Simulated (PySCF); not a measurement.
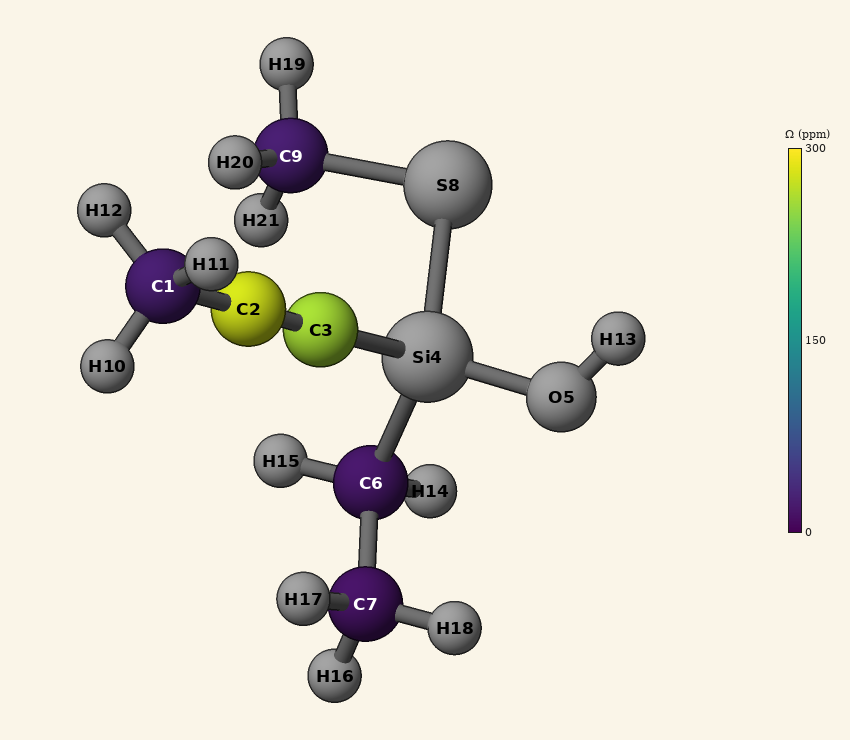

The C atoms are coloured by the span of their shielding tensor. The computed structure is the end point of a GFN2-xTB optimisation. No frequency run is at hand to confirm it as a minimum. Level of theory: GIAO PBE0/pcSseg-1 NMR shielding, non-relativistic, gas phase (PySCF 2.14.0). Principal shieldings σ11 ≤ σ22 ≤ σ33, span Ω = σ33 − σ11, skew κ = 3(σiso − σ22)/Ω.

Give the shielding tensors of the C atoms.

```json
{"atom": "C1", "σ11": "173.0", "σ22": "173.3", "σ33": "197.9", "σiso": "181.4", "Ω": "24.8", "κ": "0.98"}
{"atom": "C2", "σ11": "−18.8", "σ22": "−12.9", "σ33": "260.2", "σiso": "76.2", "Ω": "278.9", "κ": "0.96"}
{"atom": "C3", "σ11": "12.0", "σ22": "17.7", "σ33": "272.2", "σiso": "100.6", "Ω": "260.2", "κ": "0.96"}
{"atom": "C6", "σ11": "161.4", "σ22": "173.4", "σ33": "180.9", "σiso": "171.9", "Ω": "19.5", "κ": "−0.23"}
{"atom": "C7", "σ11": "172.0", "σ22": "176.1", "σ33": "187.9", "σiso": "178.7", "Ω": "16.0", "κ": "0.48"}
{"atom": "C9", "σ11": "165.4", "σ22": "167.4", "σ33": "190.5", "σiso": "174.5", "Ω": "25.1", "κ": "0.84"}
```

Shieldings and span in ppm.

The geometry is semi-empirical. Around Si such bond lengths and angles can be off by a tenth of an ångström or more and by several degrees, and values that hang on the shape move with them.
